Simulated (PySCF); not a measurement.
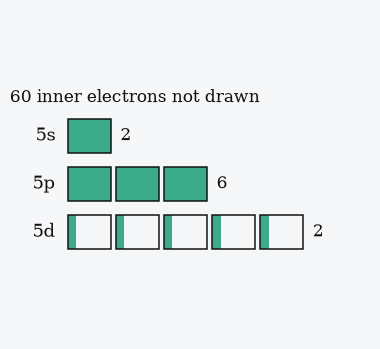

*The outer shells of the nominal configuration: a box for each of the 2l + 1 orbitals, shaded by the share of the shell that is filled, with the electron count at the right.*

**Run report: Hf²⁺, atomic calculation**

System: Hf²⁺, configuration 1s2 2s2 2p6 3s2 3p6 3d10 4s2 4p6 4d10 4f14 5s2 5p6 5d2, multiplicity 3.
Method: unrestricted HF, aug-cc-pVDZ-PP with ECP60, scalar-relativistic core potential (PySCF).

### The input
```python
from pyscf import gto, scf, dft, mp, cc
mol = gto.M(atom="Hf 0 0 0", charge=2, spin=2, symmetry="D2h",
            basis="aug-cc-pVDZ-PP",
            ecp="aug-cc-pVDZ-PP")
mf = scf.UHF(mol)
mf.irrep_nelec = {'Ag': (2, 1), 'B1g': (1, 0), 'B1u': (1, 1), 'B2u': (1, 1), 'B3u': (1, 1)}
mf.kernel()
```

The script is an equivalent of what the driver set up; the driver started from orbitals of its own, so the log can be shorter than this script's would be, and it computed the properties (radii, ⟨L²⟩, response) afterwards. It held the occupations shell by shell, which the script's counts by irreducible representation don't always enforce.

Hardware: 1 CPU thread, shared host.

### Output (extracts)
```
damping factor = 0
level_shift factor = 0
DIIS = <class 'pyscf.scf.diis.CDIIS'>
diis_start_cycle = 1
diis_space = 10
diis_damp = 0
SCF conv_tol = 1e-09
SCF conv_tol_grad = None
number electrons alpha = 6  beta = 4
cycle= 1 E= -47.246386857198  delta_E= -0.00284  |g|= 0.0124  |ddm|= 0.0478
cycle= 2 E= -47.2464582758385  delta_E= -7.14e-05  |g|= 0.00202  |ddm|= 0.00817
cycle= 3 E= -47.2464603971464  delta_E= -2.12e-06  |g|= 0.000115  |ddm|= 0.00327
cycle= 4 E= -47.2464604144857  delta_E= -1.73e-08  |g|= 6.68e-06  |ddm|= 0.00117
cycle= 5 E= -47.2464604145211  delta_E= -3.54e-11  |g|= 7.61e-07  |ddm|= 5.19e-05
converged SCF energy = -47.2464604145211  <S^2> = 2.0025876  2S+1 = 3.0017246
```

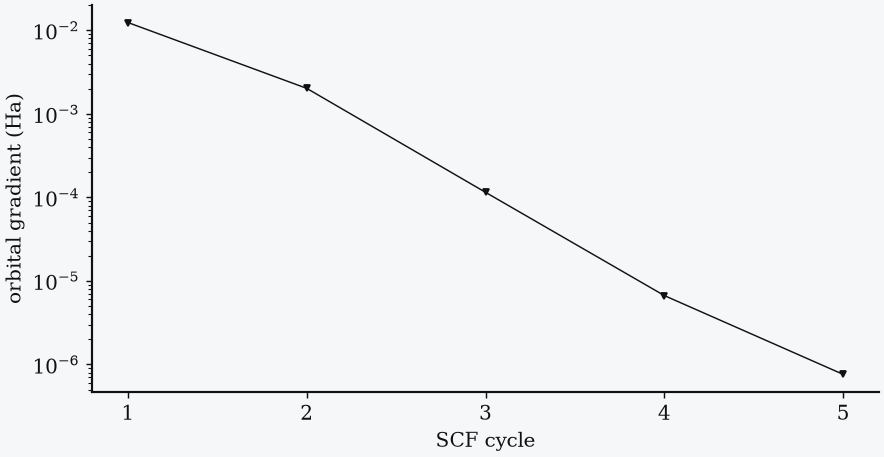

*Convergence: orbital gradient against the SCF cycle.*

The residual falls at every step. It goes from 0.012 to 7.6×10⁻⁷ in 5 steps.

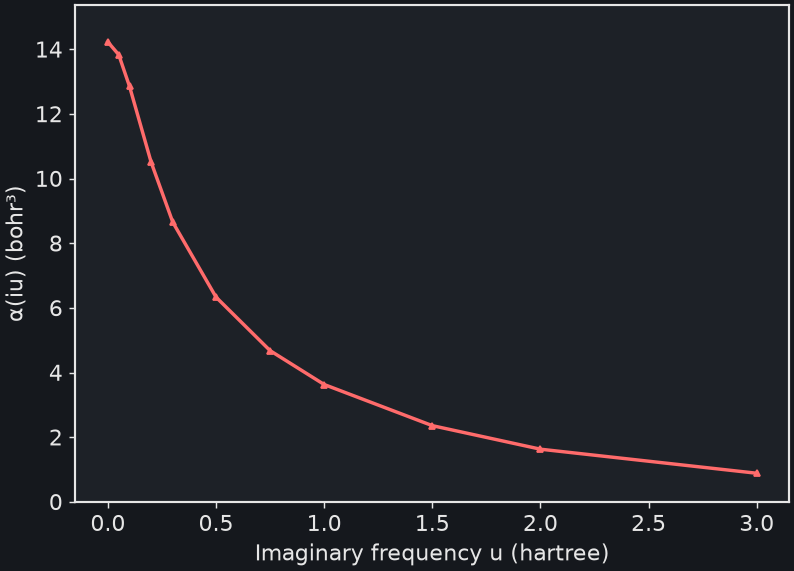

*Dipole polarisability at imaginary frequency of Hf²⁺ ([Xe] 4f¹⁴ 5d²). Coupled response at the HF level; PySCF, aug-cc-pVDZ-PP with a 60-electron core potential, unrestricted single determinants, no spin-orbit coupling.*

The static dipole polarisability is 14.2 bohr³; α(iu) falls to half of it near u = 0.42 hartree. The Casimir–Polder integral gives C₆ = 69.8 hartree bohr⁶ for two such species.

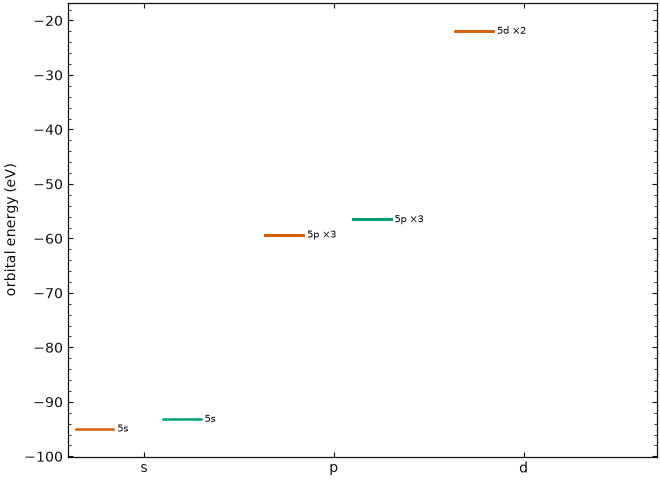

*Orbital energies of the mean field, from the top down to −94.9 eV, by angular momentum, α spin at the left of each column and β at the right; ×n counts the orbitals under one label.*

The highest filled orbital is 5d α at −21.9 eV, the lowest empty one s α at −13.1 eV.

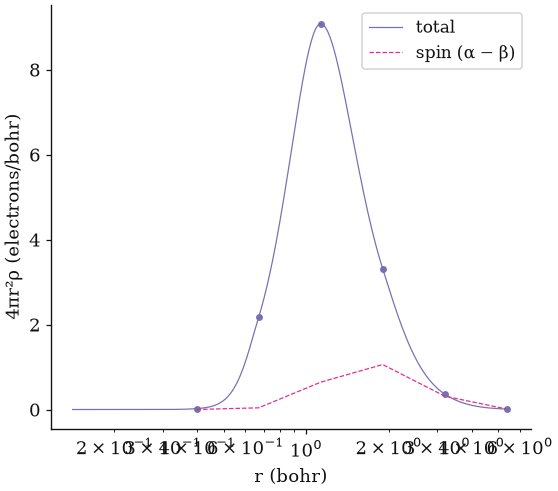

*Spherically averaged radial density 4πr²ρ of the mean field (valence electrons alone, under a core potential) and its spin part; markers are the stored points, which are sparse, and the line is a monotone interpolation between them.*

The largest stored value is 9.08 electrons/bohr at r = 1.1 bohr. Root-mean-square radii of the shells: 5s 1.23, 5p 1.45, 5d 2.28 bohr.

### Summary

- outcome: converged
- total energy (valence electrons, under a core potential): −47.246460 hartree
- ⟨S²⟩: 2.003
- ⟨L²⟩: 12.03
- static polarisability: 14.2 bohr³
- C₆ of the like pair: 69.8 hartree bohr⁶
- SCF iterations: 5
- CPU time: 2.2 s (integrals apart)
